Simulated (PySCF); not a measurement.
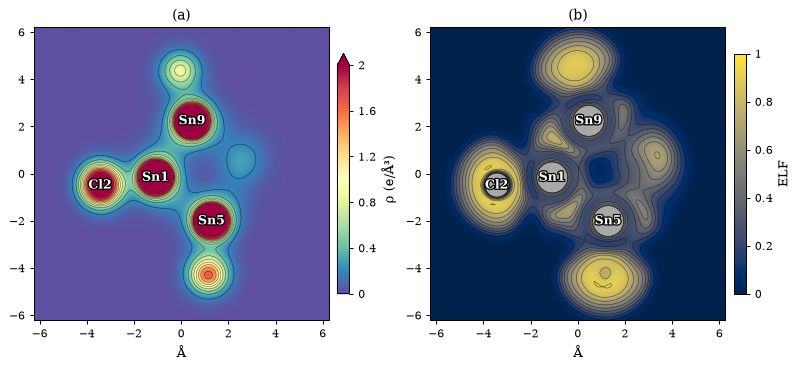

Cl6Sn6 (Sn6Cl6 prismane). (a) electron density; (b) ELF on the plane of atoms Sn5, Sn1 and Sn9. Grey discs cover the atomic cores in the ELF map.

Geometry: PBE0-D3(BJ)/def2-SVP; core potentials replace the inner electrons of Sn.

Theory: PySCF 2.14.0, wB97X-D/def2-SVPD, SCF density, gas phase, scalar-relativistic core potentials on the heavy atoms.

```
atom    x (Å)    y (Å)    z (Å)
  Sn   1.3489  -1.7409   0.1249
  Cl   2.6054  -3.7156   0.4945
  Sn  -1.4971  -1.3375   0.9940
  Cl  -3.1419  -2.8721   1.7488
  Sn  -0.7214  -0.9253  -1.8942
  Cl  -1.1243  -2.1349  -3.8945
  Sn   0.6112   1.5709  -1.4063
  Cl   0.9876   3.5076  -2.7226
  Sn   1.5268   0.8283   1.3560
  Cl   3.3526   1.8711   2.4503
  Sn  -1.3553   1.5412   0.8540
  Cl  -2.4770   3.3245   1.9460
```

> What do the fields say about this system?

Atoms in the plane: Sn and Cl. Sn–Cl (2.37 Å): ρ is about 0.52 e/Å³ halfway; the ELF peaks at about 0.80 in the valence shell of Cl, 0.8 Å from its nucleus, and drops to about 0.15 between the two atoms. Sn–Sn (2.85 Å): ρ is about 0.33 e/Å³ halfway; the ELF reaches about 0.55 near the midpoint. Sn–Sn (3.00 Å): ρ at the midpoint is about 0.27 e/Å³; the ELF reaches about 0.55 near the midpoint. The ELF also peaks beside Cl6, Cl2 and Cl10, away from the bonds: lone-pair regions.
